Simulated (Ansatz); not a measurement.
# SiNH2Cl (SMILES N[Si]Cl) at 6 levels

We compute a comparison of 6 runs (CAM-B3LYP/STO-3G, revPBE/STO-3G, RPA@PBE/STO-3G, CCSDTQ/STO-3G, CCSD(T)/STO-3G, FCI/STO-3G) of SiNH2Cl. 

The calculation is run with Ansatz 0.2.0.

66 further runs of the same task are left out: 66 set aside as unsound or not needed.

## Step 1: The system as given

SiNH2Cl has 5 atoms, charge 0, and is taken as a singlet. As SMILES, `N[Si]Cl`. The H4–N1 distance was set to 2.018 Å, away from the relaxed value. At this shape a bond of the SMILES string is far longer than usual.

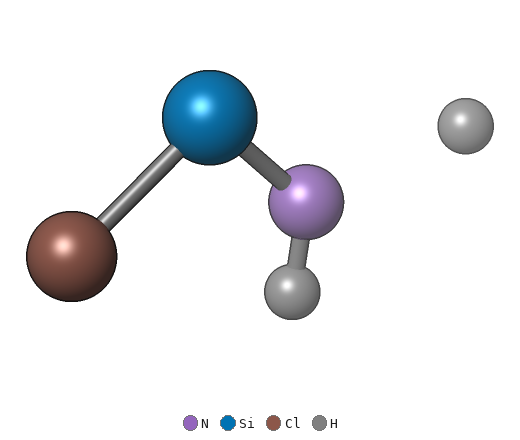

Viewed from a chosen angle; nitrogen purple, silicon blue, chlorine brown, hydrogen grey.

## Step 2: The energy at CAM-B3LYP/STO-3G (run 1)

Input file in.yaml:

```yaml
crystal:
  periodic: [false, false, false]
  atoms:
    - {symbol: "N", position_ang: [0.176914, -0.371840, -0.240400]}
    - {symbol: Si, position_ang: [0.208914, -1.297040, 1.186100]}
    - {symbol: Cl, position_ang: [0.974114, -3.079740, 0.370800]}
    - {symbol: H, position_ang: [-0.473300, 1.538600, -0.227400]}
    - {symbol: H, position_ang: [0.463714, -0.684640, -1.156500]}
basis:
  gaussian:
    orbitals: STO-3G
hamiltonian:
  xc: {name: CAM-B3LYP}
accuracy: high
```

Launch:

```console
$ ansatz run in.yaml --threads 1 --pin off --max-ram 2610MiB --events-out events.jsonl --progress --plain --runs-dir runs
```

The log of the run:

```text
Warning: RAYON_NUM_THREADS=1 ignored (pool sized by the plan → 1); use --threads N
Functional definition: CAM-B3LYP
  name "CAM-B3LYP"
  parameter alpha = 0.19
  parameter beta = 0.46
  parameter omega = 0.33/bohr
  parameter ac = 0.81
  exchange = (1 - alpha - beta)*b88_x + beta*b88_x_sr(omega) + alpha*exact_x + beta*exact_x_lr(omega)
  correlation = (1 - ac)*vwn5_c + ac*lyp_c
453 factors; integrals over basis functions are off by at most 1.3e-8 eV
183 factors; integrals over basis functions are off by at most 8.9e-10 eV
mean field evaluation 1: about -21665.3703 eV, gradient 2.7e1 eV
mean field evaluation 2: about -21656.7847 eV, gradient 6.1e1 eV
mean field evaluation 4: about -21668.5601 eV, gradient 1.1e0 eV
mean field evaluation 8: about -21668.5337 eV, gradient 4.8e-2 eV
mean field evaluation 16: about -21668.5337 eV, gradient 2.0e-6 eV
mean field -21668.53370129 eV, -796.3039260626 hartree, gradient 7.7e-8 eV, S^2 0.000000; 0 other end points of the search recorded, 0 dependent functions left out
reference -21668.53371586 eV, -796.3039265981 hartree; 20, 20 occupied and 5, 5 virtual orbitals, 453 factors
Total energy: -21668.53371586 eV, -796.3039265981 hartree
```

Run time: 1.8 s. Hardware: 1 thread of Arm Neoverse V1, shared host; peak memory 0.1 GiB.

## Step 3: The energy at revPBE/STO-3G (run 2)

Input file job.yaml:

```yaml
crystal:
  periodic: [false, false, false]
  atoms:
    - {symbol: N, position_ang: [0.176914, -0.371840, -0.240400]}
    - {symbol: Si, position_ang: [0.208914, -1.297040, 1.186100]}
    - {symbol: Cl, position_ang: [0.974114, -3.079740, 0.370800]}
    - {symbol: H, position_ang: [-0.473300, 1.538600, -0.227400]}
    - {symbol: H, position_ang: [0.463714, -0.684640, -1.156500]}
basis:
  gaussian:
    orbitals: STO-3G
total_charge: 0
hamiltonian:
  xc: {name: revPBE}
accuracy: high
```

Launch:

```console
$ ansatz run job.yaml --threads 1 --pin off --max-ram 2610MiB --events-out events.jsonl --progress --plain --runs-dir runs
```

The log of the run:

```text
Warning: RAYON_NUM_THREADS=1 ignored (pool sized by the plan → 1); use --threads N
Functional definition: revPBE
  name "revPBE"
  parameter kappa = 1.245
  parameter beta = 0.06672455060314922
  exchange = pbe_x(kappa = kappa, mu = beta*pi^2/3)
  correlation = pbe_c(beta = beta)
453 factors; integrals over basis functions are off by at most 1.3e-8 eV
mean field evaluation 1: about -21663.1260 eV, gradient 3.0e1 eV
mean field evaluation 2: about -21616.6631 eV, gradient 1.1e2 eV
mean field evaluation 4: about -21666.1234 eV, gradient 1.2e1 eV
mean field evaluation 8: about -21666.9098 eV, gradient 9.2e-2 eV
mean field evaluation 16: about -21666.8602 eV, gradient 4.5e-5 eV
mean field -21666.86016794 eV, -796.2424248467 hartree, gradient 2.8e-8 eV, S^2 0.000000; 0 other end points of the search recorded, 0 dependent functions left out
reference -21666.86017042 eV, -796.2424249376 hartree; 20, 20 occupied and 5, 5 virtual orbitals, 453 factors
Total energy: -21666.86017042 eV, -796.2424249376 hartree
```

Run time: 1.6 s. Hardware: 1 thread of Arm Neoverse V1, shared host; peak memory 0.1 GiB.

## Step 4: A single-point energy at RPA@PBE/STO-3G (run 3)

Input file input.yaml:

```yaml
crystal:
  periodic: [false, false, false]
  atoms:
    - {symbol: "N", position_ang: [0.176914, -0.371840, -0.240400]}
    - {symbol: Si, position_ang: [0.208914, -1.297040, 1.186100]}
    - {symbol: Cl, position_ang: [0.974114, -3.079740, 0.370800]}
    - {symbol: H, position_ang: [-0.473300, 1.538600, -0.227400]}
    - {symbol: H, position_ang: [0.463714, -0.684640, -1.156500]}
basis:
  gaussian:
    orbitals: STO-3G
hamiltonian:
  xc: {name: PBE}
correlation:
  method: rpa
  frozen_orbitals: {Cl: 5, H: 0, "N": 1, Si: 5}
accuracy: high
```

Launch:

```console
$ ansatz run input.yaml --threads 1 --pin off --max-ram 2610MiB --events-out events.jsonl --progress --plain --runs-dir runs
```

The log of the run, shortened:

```text
Warning: RAYON_NUM_THREADS=1 ignored (pool sized by the plan → 1); use --threads N
Functional definition: PBE
  name "PBE"
[...]
453 factors; integrals over basis functions are off by at most 1.3e-8 eV
[...]
mean field -21659.41843138 eV, -795.9689460721 hartree, gradient 9.5e-8 eV, S^2 0.000000; 1 other end points of the search recorded, 0 dependent functions left out; unrestricted orbitals would lower it
unrestricted determinant -21631.90791879 eV, -794.9579533816 hartree, S^2 0.8946
11 core orbitals not correlated: weight in the atoms' cores, before any rotation towards them, 0.999 or more for the frozen orbitals, at most 0.000 for the correlated occupied ones
reference -21628.31635746 eV, -794.8259659372 hartree; 9, 9 occupied and 5, 5 virtual orbitals, 453 factors
Total energy: -21636.41079516 eV, -795.1234310360 hartree
```

Wall time 2.7 s (1 thread of Arm Neoverse V1, shared host); peak memory 0.11 GiB.

Runs 4 to 5 aren't shown in full; the table further down has their settings and results.

## Step 5: The energy at FCI/STO-3G (run 6)

Input file in.yaml:

```yaml
crystal:
  periodic: [false, false, false]
  atoms:
    - {symbol: N, position_ang: [0.176914, -0.371840, -0.240400]}
    - {symbol: Si, position_ang: [0.208914, -1.297040, 1.186100]}
    - {symbol: Cl, position_ang: [0.974114, -3.079740, 0.370800]}
    - {symbol: H, position_ang: [-0.473300, 1.538600, -0.227400]}
    - {symbol: H, position_ang: [0.463714, -0.684640, -1.156500]}
basis:
  gaussian: {orbitals: STO-3G}
correlation: {method: fci, frozen_orbitals: {Cl: 5, H: 0, "N": 1, Si: 5}}
accuracy: high
```

Launch:

```console
$ ansatz run in.yaml --threads 1 --pin off --max-ram 2610MiB --events-out events.jsonl --progress --plain --runs-dir runs
```

The log of the run, shortened:

```text
Warning: RAYON_NUM_THREADS=1 ignored (pool sized by the plan → 1); use --threads N
Functional definition: HF
  name "HF"
[...]
453 factors; integrals over basis functions are off by at most 1.3e-8 eV
[...]
mean field -21629.19772830 eV, -794.8583557184 hartree, gradient 2.4e-8 eV, S^2 0.000000; 0 other end points of the search recorded, 0 dependent functions left out; unrestricted orbitals would lower it
[...]
unrestricted determinant -21631.90791879 eV, -794.9579533817 hartree, S^2 0.8946
11 core orbitals not correlated: weight in the atoms' cores, before any rotation towards them, 1.000 or more for the frozen orbitals, at most 0.000 for the correlated occupied ones
reference -21629.19772830 eV, -794.8583557184 hartree; 9, 9 occupied and 5, 5 virtual orbitals, 453 factors
state -21635.09632343 eV, -795.0751250912 hartree
Total energy: -21635.09632343 eV, -795.0751250912 hartree
```

It took 35 s on 1 thread of Arm Neoverse V1, shared host; peak memory 0.36 GiB.

## Step 6: Overview of the runs

```
run             level  frozen core orbitals  energy (Eh)  wall time
  1  CAM-B3LYP/STO-3G                     –  -796.303927      1.8 s
  2     revPBE/STO-3G                     –  -796.242425      1.6 s
  3    RPA@PBE/STO-3G                    11  -795.123431      2.7 s
  4     CCSDTQ/STO-3G                    11  -795.075096       13 s
  5    CCSD(T)/STO-3G                    11  -795.073928     0.32 s
  6        FCI/STO-3G                    11  -795.075125       35 s
```

## Step 7: What came out

| quantity | value |
| --- | --- |
| run 6: total energy | -795.07513 Eh |
| run 6: correlation energy (11 core orbitals frozen) | -216.8 mEh |

In words: Against full CI in this basis: CCSDTQ +0.0 mEh; CCSD(T) +1.2 mEh. Totals of different functionals can't be ranked against each other. In runs 3, 4, 5 the log says that unrestricted orbitals would lower the reference, so the values rest on an unstable closed-shell determinant (other closed-shell runs at this shape may share the fault). In runs 1, 2, 3, 4, 5, 6 the basis is minimal, so the values are rough. In runs 1, 2, 3, 5 a closed-shell determinant meets a far-stretched bond, which it describes badly. All runs together took 54 s, the longest 35 s.
